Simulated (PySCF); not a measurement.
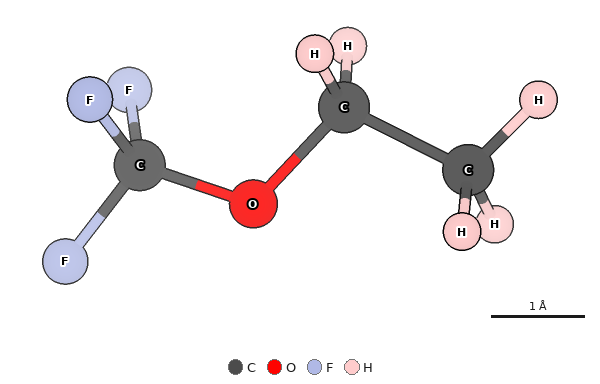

**Figure 1.** The structure as given in the input (ball-and-stick view, seen at a tilt). Bond lengths as drawn: C–C 1.52 Å, C–F 1.33 to 1.35 Å, C–H 1.09 to 1.10 Å and C–O 1.31 to 1.45 Å.

Run report: C$_{3}$H$_{5}$F$_{3}$O, NMR shielding calculation

C$_{3}$H$_{5}$F$_{3}$O, computed with GIAO B97-2/6-311G** NMR shielding, non-relativistic, IEF-PCM acetone (PySCF 2.14.0).

The geometry comes from this level: GFN2-xTB. It belongs to a series of runs on one base structure; here: solvent acetone; B97-2/6-311G**. Figures and captions count atoms from 1; the log counts them from 0 in places.

Log:
```
coarse grid: 10704 points
cycle   1  E = -491.8709290879  dE =  1.107e+00  |g| = 1.094e+00  |ddm| = 2.659e+00
cycle   2  E = -491.6889050637  dE =  1.820e-01  |g| = 1.577e+00  |ddm| = 1.226e+00
cycle   3  E = -492.0637121505  dE = -3.748e-01  |g| = 4.412e-02  |ddm| = 7.303e-01
cycle   4  E = -492.0639488878  dE = -2.367e-04  |g| = 2.735e-02  |ddm| = 4.175e-02
cycle   5  E = -492.0641055248  dE = -1.566e-04  |g| = 5.620e-03  |ddm| = 1.786e-02
cycle   6  E = -492.0641114145  dE = -5.890e-06  |g| = 1.506e-03  |ddm| = 3.451e-03
final grid: 106504 points
cycle   7  E = -492.0800965120  dE = -7.503e-05  |g| = 1.129e-02  |ddm| = 2.140e-02
cycle   8  E = -492.0800821231  dE =  1.439e-05  |g| = 1.479e-02  |ddm| = 1.081e-02
cycle   9  E = -492.0801119022  dE = -2.978e-05  |g| = 9.999e-04  |ddm| = 6.754e-03
cycle  10  E = -492.0801120559  dE = -1.537e-07  |g| = 3.937e-04  |ddm| = 7.420e-04
cycle  11  E = -492.0801120780  dE = -2.219e-08  |g| = 9.453e-05  |ddm| = 2.211e-04
cycle  12  E = -492.0801120796  dE = -1.564e-09  |g| = 8.761e-06  |ddm| = 5.697e-05
cycle  13  E = -492.0801120796  dE = -1.455e-11  |g| = 2.587e-06  |ddm| = 7.002e-06
```

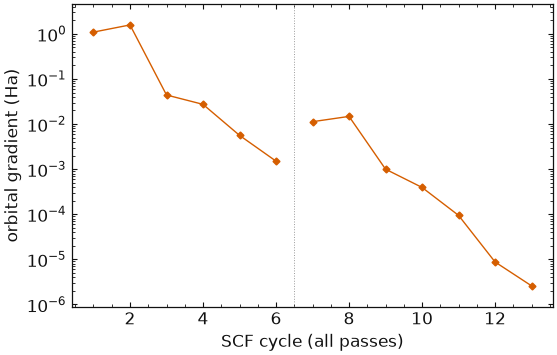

**Figure 2.** Convergence of the self-consistent field: orbital gradient against the SCF cycle. The dotted line marks the change from a coarse to the final integration grid. The first 6 cycles use a coarse grid, the final grid takes over at cycle 7, and the field converges after 13 cycles in all.

```
converged SCF energy = -492.0801120796

GIAO shielding tensors (ppm)
atom      isotropic    diamagn.    paramagn.     s11        s22        s33       span
  0 C      174.158     246.001     -71.843    159.889    172.960    189.625     29.736
  1 C      122.418     247.456    -125.038     88.653    105.935    172.666     84.014
  2 O      224.215     395.276    -171.061    185.197    194.810    292.639    107.442
  3 C       63.664     246.101    -182.437     53.263     57.206     80.522     27.259
  4 F      255.429     470.656    -215.227    163.273    233.023    369.990    206.717
  5 F      255.386     470.692    -215.306    163.240    233.036    369.883    206.643
  6 F      254.551     465.696    -211.145    182.694    219.913    361.047    178.353
  7 H       30.656      29.687       0.969     26.695     29.047     36.226      9.531
  8 H       30.815      28.846       1.969     26.874     27.948     37.624     10.750
  9 H       30.657      29.685       0.972     26.694     29.052     36.225      9.531
 10 H       27.739      31.336      -3.597     22.530     28.882     31.804      9.274
 11 H       27.739      31.339      -3.600     22.528     28.878     31.812      9.284
```

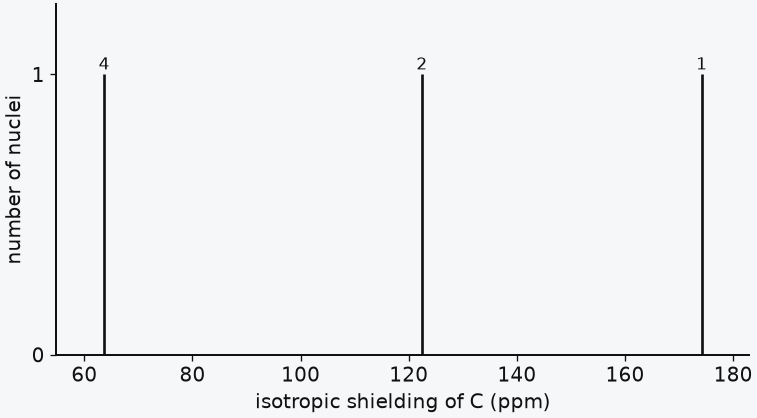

**Figure 3.** Isotropic shieldings of the carbon nuclei in this fixed geometry, labelled by atom number; shielding grows to the right, so chemical shift grows to the left. The least shielded is C4 (63.7 ppm), the most shielded C1 (174.2 ppm).

The run was set up as follows.

Input:
```
{"job": {"kind": "nmr", "xc": "B97-2", "basis": "6-311G**", "solvent": "acetone", "pop": false}, "charge": 0, "multiplicity": 1}
C      1.803929     0.060832    -0.185828
C      0.315912     0.059593    -0.474233
O     -0.373639    -0.087886     0.788341
C     -1.683767    -0.104983     0.718053
F     -2.219543     1.015932     0.190559
F     -2.179348    -1.107401    -0.037814
F     -2.201784    -0.244907     1.931199
H      2.091968    -0.870674     0.292134
H      2.351529     0.170462    -1.117138
H      2.054404     0.884283     0.476192
H      0.002171     1.000877    -0.938241
H      0.039366    -0.776813    -1.125123
```

The first line tells a small driver script what to run in PySCF; the rest is the geometry in Å.

Launched with:
```bash
OMP_NUM_THREADS=1 python <driver script> task.json out
```

Key numbers:

| quantity | value |
| --- | --- |
| outcome | converged |
| total energy | −492.080112 hartree |
| HOMO | −8.90 eV |
| LUMO | 1.89 eV |
| dipole moment | 3.39 D |
| isotropic shielding, C | 63.7 to 174.2 ppm |
| isotropic shielding, O | 224.2 ppm |
| isotropic shielding, F | 254.6 to 255.4 ppm |
| isotropic shielding, H | 27.7 to 30.8 ppm |
| hardware | 1 CPU thread, shared host |
| wall time | 14 s |
| peak memory | 0.8 GiB |

Remarks:

Settings chosen away from the usual ones: solvent acetone; B97-2/6-311G**.
